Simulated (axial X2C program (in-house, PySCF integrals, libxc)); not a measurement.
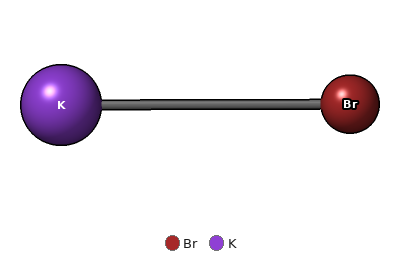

Fig. 1: The molecule at the reference distance of 3.407 Å.

# Relativistic diatomic calculation for BrK⁺

- system: BrK⁺, single determinant with Ω = 1/2 (not the lowest found).
- method: PBE0, two-component X2C with atomic mean-field Coulomb and Gaunt terms, Br dyall-v3z, K dyall-v3z (cores contracted) (axial X2C program (in-house, PySCF integrals, libxc))

## The input
```
{"zs": [35, 19], "q": 1, "bas": ["dyall-v3z", "dyall-v3z"], "levels": ["PBE0", "HF", "B97-3", "TPSS"], "cc": false, "r0": 3.1, "npts": 10, "nst": 2, "ntry": 6, "opt": {"auxb": 3.0}}
```

The line is the task of a batch: nuclear charges, charge, bases, the levels to run, a first guess of the distance and further settings. This report covers PBE0 with spin-orbit coupling. The log is that of the reference distance 3.407 Å, started from orbitals converged before.

Hardware: 1 CPU thread, shared host.

The run was one of a batch that the task file lists, launched with:
```bash
python <driver script> task.json out
```

## Output
```
two-component X2C + atomic mean field  PBE0
basis functions 153  fitting functions 550  grid points 5805
iter        total energy     max residual
   1      -3206.930308697     8.35e-06
   2      -3206.930308699     4.11e-06
   3      -3206.930308700     3.28e-06
converged
one-electron -4644.76653609  Coulomb 1461.61287623  exact exchange -30.95486166  xc functional -95.00337535  nuclear repulsion 103.28818470  atomic mean-field constant -1.10659653
```

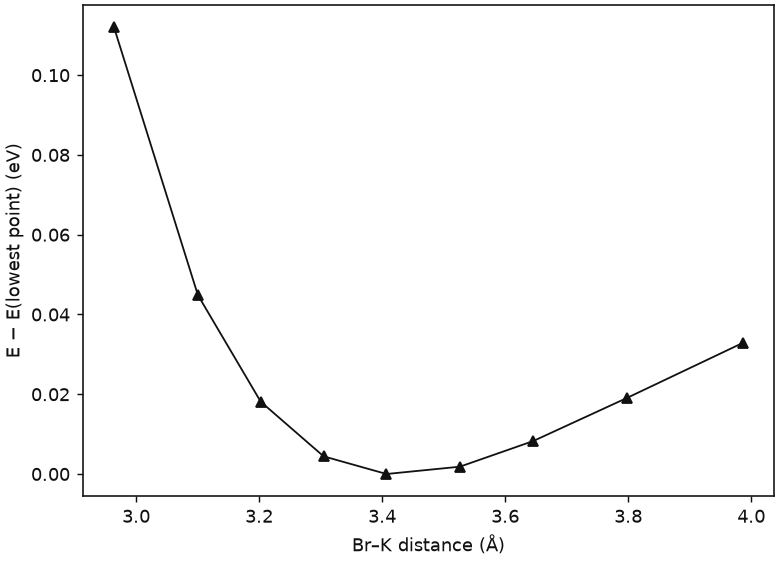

Fig. 2: Energy at 9 bond lengths, for one set of occupations held fixed; the line joins the points. A polynomial of degree 6 through 9 points gives rₑ = 3.429 Å, ωₑ = 72.56 cm⁻¹, ωₑxₑ = 1.8 cm⁻¹ and Bₑ = 0.05497 cm⁻¹. The minimum lies 0.03 eV below Br + K⁺, each computed as one determinant at the same level.

## What the run reported

- outcome: converged
- bond length rₑ: 3.429 Å
- ωₑ: 72.56 cm⁻¹
- energy at the minimum: −3206.93032 hartree
- wall time: 5.7 s

## What is odd here

The input is odd on purpose: sparse fitting set (auxb = 3.0). The program ran to the end. Its numbers are those of the input as typed; this run alone doesn't show how far the oddity moves them. Limits: at long range the curve rises above Br + K⁺, so this determinant doesn't dissociate to them; 9 of the 10 points asked for were kept.
